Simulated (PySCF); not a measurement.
# AsH3 (SMILES [H][As]([H])[H]): levels of theory compared

Wanted: a comparison of 6 runs (B3LYP/SBKJC, PBE0/SBKJC, UMP2/SBKJC, CCSDT(Q)/SBKJC, NEVPT2(2,2)/SBKJC, UCCSD(T)/SBKJC) of AsH3. 

The results are computed with PySCF 2.14.0.

2 further runs of the same task are left out: 2 set aside as unsound or not needed.

### Step 1. Starting point

AsH3 has 4 atoms, charge 0, and is taken as a singlet. SMILES: `[H][As]([H])[H]`. One bond was lengthened or shortened from a relaxed shape.

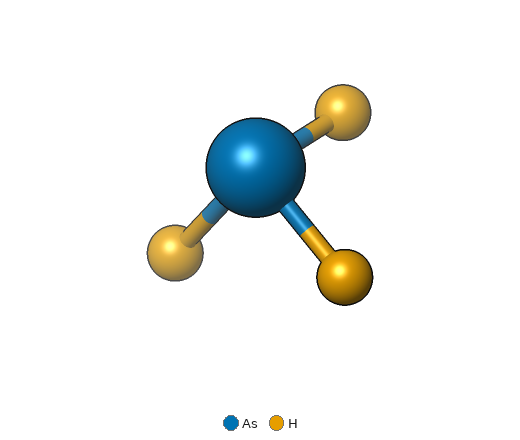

The structure, seen from a chosen angle (arsenic blue, hydrogen amber).

### Step 2. The energy at B3LYP/SBKJC (core potential) (run 1)

File input.py:

```python
from pyscf import gto, dft

system = gto.M(
    atom='''
As     0.227918     0.404400     1.568985
H      2.535066     0.337806    -0.063587
H     -0.865119     2.399081    -0.109678
H     -1.189337    -1.959514    -0.407576
''',
    ecp={'As': 'sbkjc'},
    unit='bohr',
    verbose=3,
    basis='sbkjc',
    max_memory=1860,
)

mf = dft.RKS(system)
mf.xc = 'b3lyp'
mf.grids.level = 5
mf.conv_tol = 1e-10
mf.kernel()
if not mf.converged:
    mf = mf.newton().run(mf.mo_coeff, mf.mo_occ)

etot = mf.e_tot
print('E(%s) = %.9f' % ('B3LYP', etot))
```

Run with:

```console
$ OMP_NUM_THREADS=1 python input.py
```

The log of the run:

```text
converged SCF energy = -7.9620403308665
E(B3LYP) = -7.962040331
```

It took 1.4 s on 1 thread of Arm Neoverse V1, shared host; peak memory 0.16 GiB.

### Step 3. The energy at PBE0/SBKJC (core potential) (run 2)

File geometry.xyz:

```xyz
4
AsH3
As     0.120609     0.213999     0.830271
H      1.341499     0.178759    -0.033649
H     -0.457801     1.269539    -0.058039
H     -0.629370    -1.036930    -0.215680
```

File input.py:

```python
from pyscf import gto, dft

system = gto.Mole()
system.atom = 'geometry.xyz'
system.basis = 'sbkjc'
system.spin = 0
system.verbose = 4
system.max_memory = 1860
system.ecp = {'As': 'sbkjc'}
system.build()

mf = dft.RKS(system)
mf.xc = 'pbe0'
mf.grids.level = 5
mf.conv_tol = 1e-10
mf.kernel()
if not mf.converged:
    mf = mf.newton().run(mf.mo_coeff, mf.mo_occ)

etot = mf.e_tot
print('E = %.10f Eh' % etot)
```

Run with:

```console
$ OMP_NUM_THREADS=1 python input.py
```

The log of the run:

```text
PySCF version 2.14.0

[... 65 lines left out ...]
converged SCF energy = -7.94944522717459
E = -7.9494452272 Eh
```

It took 1.4 s on 1 thread of Arm Neoverse V1, shared host; peak memory 0.16 GiB.

Run 3 isn't shown in full; the table further down has it.

### Step 4. A single-point energy at CCSDT(Q)/SBKJC (core potential) (run 4)

File job.py:

```python
from pyscf import gto, cc

molecule = gto.M(
    atom='As 0.120609 0.213999 0.830271; H 1.341499 0.178759 -0.033649; H -0.457801 1.269539 -0.058039; H -0.629370 -1.036930 -0.215680',
    ecp={'As': 'sbkjc'},
    basis='sbkjc',
    spin=0,
    verbose=4,
    max_memory=1860,
)

mf = molecule.RHF()
mf.conv_tol = 1e-10
mf.kernel()
if not mf.converged:
    mf = mf.newton().run(mf.mo_coeff, mf.mo_occ)

mycc = cc.CCSDT(mf)
mycc.kernel()
e_bracket, e_q = mycc.ccsdt_q()
e_final = mycc.e_tot + e_q
print('E = %.10f Eh' % e_final)
```

Run with:

```console
$ OMP_NUM_THREADS=1 python job.py
```

The log of the run:

```text
PySCF version 2.14.0

[... 54 lines left out ...]
converged SCF energy = -7.70957008321449
[... 15 lines left out ...]
WARN: A large `blksize` is being used, which may cause large memory consumption
[... 3 lines left out ...]
WARN: A large `blksize_oovv` is being used, which may cause large memory consumption
[... 3 lines left out ...]
WARN: A large `blksize_oooo` is being used, which may cause large memory consumption
[... 10 lines left out ...]
Init t2, MP2 energy = -7.768025428236  E_corr(MP2) -0.058455345022
[... 12 lines left out ...]
RCCSDT converged
[... 5 lines left out ...]
E = -7.7936630276 Eh
```

Run time: 1.1 s. Hardware: 1 thread of Arm Neoverse V1, shared host; peak memory 0.12 GiB.

Run 5 isn't shown in full; the table further down has it.

### Step 5. The energy at UCCSD(T)/SBKJC (core potential) (run 6)

File calc.py:

```python
from pyscf import gto, cc

mol = gto.Mole()
mol.atom = '''
As     0.227918     0.404400     1.568985
H      2.535066     0.337806    -0.063587
H     -0.865119     2.399081    -0.109678
H     -1.189337    -1.959514    -0.407576
'''
mol.max_memory = 1860
mol.charge = 0
mol.spin = 0
mol.verbose = 3
mol.unit = 'bohr'
mol.basis = 'sbkjc'
mol.ecp = {'As': 'sbkjc'}
mol.build()

mf = mol.UHF()
mf.conv_tol = 1e-10
mf.kernel()
if not mf.converged:
    mf = mf.newton().run(mf.mo_coeff, mf.mo_occ)
for _ in range(3):
    mo, _, stable, _ = mf.stability(return_status=True)
    if stable:
        break
    mf.kernel(mf.make_rdm1(mo, mf.mo_occ))

mycc = cc.CCSD(mf)
mycc.kernel()
e_t = mycc.ccsd_t()
etot = mycc.e_tot + e_t
print('E = %.10f Eh' % etot)
```

Run with:

```console
$ OMP_NUM_THREADS=1 python calc.py
```

The log of the run:

```text
converged SCF energy = -7.70957005324397  <S^2> = 4.9545257e-11  2S+1 = 1
<class 'pyscf.scf.uhf.UHF'> wavefunction is stable in the internal stability analysis
E(UCCSD) = -7.792836208796692  E_corr = -0.08326615555272322
UCCSD(T) correction = -0.000616051871555094
E = -7.7934522607 Eh
```

It took 0.88 s on 1 thread of Arm Neoverse V1, shared host; peak memory 0.12 GiB.

### Step 6. The series

| run | level | integration grid | frozen core orbitals | energy (Eh) | dipole moment (D) of the reference | HOMO energy (eV) | LUMO energy (eV) | wall time |
| --- | --- | --- | --- | --- | --- | --- | --- | --- |
| 1 | B3LYP/SBKJC (core potential) | 5 | – | -7.962040 | 1.29 | -7.78 | -0.41 | 1.4 s |
| 2 | PBE0/SBKJC (core potential) | 5 | – | -7.949445 | 1.38 | -7.95 | -0.20 | 1.4 s |
| 3 | UMP2/SBKJC (core potential) | – | 0 | -7.768025 | 1.14 | -10.51 | 2.98 | 0.74 s |
| 4 | CCSDT(Q)/SBKJC (core potential) | – | 0 | -7.793663 | 1.14 | -10.51 | 2.98 | 1.1 s |
| 5 | NEVPT2(2,2)/SBKJC (core potential) | – | – | -7.776802 | 1.14 | -10.51 | 2.98 | 0.9 s |
| 6 | UCCSD(T)/SBKJC (core potential) | – | 0 | -7.793452 | 1.14 | -10.51 | 2.98 | 0.88 s |

### Step 7. Outcome

| quantity | value |
| --- | --- |
| run 6: total energy | -7.79345 Eh |
| run 6: dipole moment (Hartree–Fock density) | 1.14 D |
| run 6: HOMO energy (Hartree–Fock orbitals) | -10.51 eV |
| run 6: LUMO energy (Hartree–Fock orbitals) | 2.98 eV |
| run 6: HOMO–LUMO gap (Hartree–Fock orbitals) | 13.50 eV |
| run 6: correlation energy | -83.9 mEh |
| run 6: (T) correction | -0.62 mEh |
| run 6: T1 diagnostic | 0.010 |

Totals of different functionals can't be ranked against each other. All runs together took 6.4 s, the longest 1.4 s.
